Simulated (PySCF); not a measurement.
# BPH3F3 (SMILES [BH3-][P+](F)(F)F): levels of theory compared

Wanted: a comparison of 6 runs (B2PLYP/6-31G*, B3LYP/6-31G*, BLYP/6-31G*, r2SCAN/6-31G*, wB97M-V/6-31G*, wB97X/6-31G*) of BPH3F3. The job is set up through a Python script.

The results are computed with PySCF 2.14.0.

4 further runs of the same task are left out: 4 set aside as unsound or not needed. Runs told in other sessions of the task aren't counted.

**1. The molecule**

BPH3F3: 8 atoms, total charge 0, spin state singlet. SMILES: `[BH3-][P+](F)(F)F`. The P2–F5 distance was set to 2.378 Å, away from the relaxed value. At this shape a bond of the SMILES string is far longer than usual.

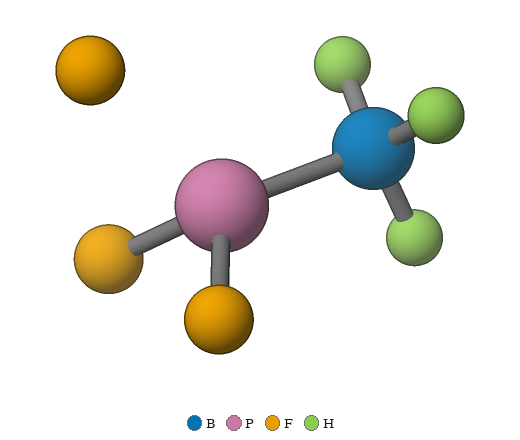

Viewed from a chosen angle; boron blue, phosphorus pink, fluorine amber, hydrogen green.

**2. A single-point energy at B2PLYP/6-31G(d) (spherical functions) (run 1)**

File calc.py:

```python
from pyscf import gto, dft, mp

mol = gto.M(
    atom=[
    ('B', (-0.642325, 1.146239, 1.071489)),
    ('P', (-0.504215, -0.504491, 0.204159)),
    ('F', (-0.251285, -1.850551, 1.002379)),
    ('F', (-1.688805, -1.093951, -0.669391)),
    ('F', (1.170780, -0.931760, -1.428850)),
    ('H', (-1.561325, 1.024049, 1.804109)),
    ('H', (-0.824765, 1.926349, 0.202859)),
    ('H', (0.393455, 1.281119, 1.623759)),
],
    basis='6-31g*',
    charge=0,
    max_memory=1860,
    verbose=3,
    spin=0,
)

mf = dft.RKS(mol, xc='0.53*HF + 0.47*B88, 0.73*LYP')
mf.grids.level = 5
mf.conv_tol = 1e-10
mf.kernel()
if not mf.converged:
    mf = mf.newton().run(mf.mo_coeff, mf.mo_occ)

pt = mp.MP2(mf, frozen=9).run()
e_final = mf.e_tot + 0.27 * pt.e_corr
print('PT2 part  %.8f' % (0.27 * pt.e_corr))
print(f'total energy: {e_final:.8f} hartree')
```

Command:

```console
$ OMP_NUM_THREADS=1 python calc.py
```

Log:

```text
<dir> SyntaxWarning: invalid escape sequence '\W'
  S = {(paw_set(r)[0], bool(re.search(r"spin_orbit\W+true|paw_fr", str((r.get("files") or {}).get("input") or "")) or re.search("(?i)spin.orbit\W+(value\W+)?(true|yes)|value\W+spin-orbit", json.dumps(r.get("inputs"), default=str)))) for r in records}
converged SCF energy = -666.790263957854
E(RMP2) = -667.729833374161  E_corr = -0.939569416306793
E(SCS-RMP2) = -667.70166670433  E_corr = -0.911402746476118
PT2 part  -0.25368374
total energy: -667.04394770 hartree
```

Wall time 15 s (1 thread of Intel Xeon 6975P-C (Granite Rapids), shared host); peak memory 0.41 GiB.

**3. A single-point energy at B3LYP/6-31G(d) (spherical functions) (run 2)**

File calc.py:

```python
from pyscf import gto, dft

mol = gto.M(
    atom='''
B     -1.213818     2.166078     2.024821
P     -0.952828    -0.953350     0.385805
F     -0.474860    -3.497035     1.894222
F     -3.191379    -2.067268    -1.264966
F      2.212454    -1.760771    -2.700135
H     -2.950477     1.935172     3.409272
H     -1.558580     3.640272     0.383348
H      0.743522     2.420964     3.068460
''',
    spin=0,
    verbose=4,
    basis='6-31g*',
    max_memory=1860,
    unit='bohr',
)

calc0 = dft.RKS(mol)
calc0.xc = 'b3lyp'
calc0.conv_tol = 1e-10
calc0.grids.level = 5
calc0.kernel()
if not calc0.converged:
    calc0 = calc0.newton().run(calc0.mo_coeff, calc0.mo_occ)

etot = calc0.e_tot
print(f'total energy: {etot:.8f} hartree')
```

Command:

```console
$ OMP_NUM_THREADS=1 python calc.py
```

Log:

```text
<dir> SyntaxWarning: invalid escape sequence '\W'
  S = {(paw_set(r)[0], bool(re.search(r"spin_orbit\W+true|paw_fr", str((r.get("files") or {}).get("input") or "")) or re.search("(?i)spin.orbit\W+(value\W+)?(true|yes)|value\W+spin-orbit", json.dumps(r.get("inputs"), default=str)))) for r in records}

PySCF version 2.14.0

[... 84 lines left out ...]
converged SCF energy = -667.469210085387
total energy: -667.46921009 hartree
```

It took 15 s on 1 thread of Intel Xeon 6975P-C (Granite Rapids), shared host; peak memory 0.41 GiB.

Runs 3 to 5 aren't shown in full; the table further down has their settings and results.

**4. A single-point energy at wB97X/6-31G(d) (spherical functions) (run 6)**

File run.py:

```python
from pyscf import gto, dft

mol = gto.Mole()
mol.atom = '''
B     -0.642325     1.146239     1.071489
P     -0.504215    -0.504491     0.204159
F     -0.251285    -1.850551     1.002379
F     -1.688805    -1.093951    -0.669391
F      1.170780    -0.931760    -1.428850
H     -1.561325     1.024049     1.804109
H     -0.824765     1.926349     0.202859
H      0.393455     1.281119     1.623759
'''
mol.verbose = 4
mol.basis = '6-31g*'
mol.max_memory = 1860
mol.build()

mf = dft.RKS(mol)
mf.xc = 'wb97x'
mf.grids.level = 5
mf.conv_tol = 1e-10
mf.kernel()
if not mf.converged:
    mf = mf.newton().run(mf.mo_coeff, mf.mo_occ)

e_final = mf.e_tot
print('Final energy', e_final)
```

Command:

```console
$ OMP_NUM_THREADS=1 python run.py
```

Log:

```text
<dir> SyntaxWarning: invalid escape sequence '\W'
  S = {(paw_set(r)[0], bool(re.search(r"spin_orbit\W+true|paw_fr", str((r.get("files") or {}).get("input") or "")) or re.search("(?i)spin.orbit\W+(value\W+)?(true|yes)|value\W+spin-orbit", json.dumps(r.get("inputs"), default=str)))) for r in records}

PySCF version 2.14.0

[... 83 lines left out ...]
converged SCF energy = -667.358441363238
Final energy -667.3584413632382
```

Run time: 24 s. Hardware: 1 thread of Intel Xeon 6975P-C (Granite Rapids), shared host; peak memory 0.41 GiB.

**5. The series**

```
run                                 level  frozen core orbitals  nlc grid  energy (Eh)  dipole moment (D)  HOMO energy (eV)  LUMO energy (eV)  wall time
  1   B2PLYP/6-31G* (spherical functions)                     9         –  -667.043948               3.15            -11.09             -3.19       15 s
  2    B3LYP/6-31G* (spherical functions)                     –         –  -667.469210               2.90             -8.99             -4.51       15 s
  3     BLYP/6-31G* (spherical functions)                     –         –  -667.414762               2.73             -6.99             -4.81       15 s
  4   r2SCAN/6-31G* (spherical functions)                     –         –  -667.287143               2.92             -7.71             -5.06       26 s
  5  wB97M-V/6-31G* (spherical functions)                     –         1  -667.326787               3.00            -11.81             -2.19       85 s
  6    wB97X/6-31G* (spherical functions)                     –         –  -667.358441               2.99            -11.88             -2.28       24 s
```

**6. Results**

| quantity | value |
| --- | --- |
| run 6: total energy | -667.35844 Eh |
| run 6: dipole moment | 2.99 D |
| run 6: HOMO energy | -11.88 eV |
| run 6: LUMO energy | -2.28 eV |
| run 6: HOMO–LUMO gap | 9.61 eV |

**Reading.** The dipole moment (its size) runs from 2.73 D (BLYP/6-31G*) to 3.15 D (B2PLYP/6-31G*). A double hybrid's value is that of its SCF part. The HOMO–LUMO gap runs from 2.18 eV (BLYP/6-31G*) to 9.62 eV (wB97M-V/6-31G*). Totals of different functionals can't be ranked against each other. In all runs a closed-shell determinant meets a far-stretched bond; if it breaks into open shells, such a determinant describes it badly, and no broken-symmetry solution was shown. All runs together took 3 min, the longest 85 s.
